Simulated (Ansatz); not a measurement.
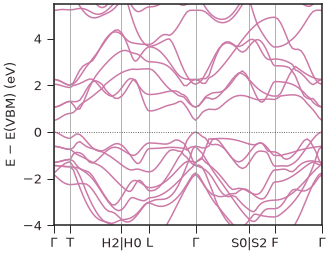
Fig. 1. Band structure from DFT-PBE in the program Ansatz with PAW potentials

**Question.** Read off the gap and where the band edges lie.

**Answer.** About 0.5 eV (0.50 eV by a search for the band edges); maximum at Γ, minimum at Γ.

The material is Bi2Te3 in space group R-3m (No. 166; Bi on 6c, Te on 3a, Te on 6c).

Symmetry was held in the PBE relaxation. A crystal of weakly bound layers computed without a dispersion correction: the cell and the soft elastic constants depend strongly on that. Scalar-relativistic: spin–orbit coupling is off unless named, which matters more the heavier the elements.

Potentials: the later of the program's two PAW sets.
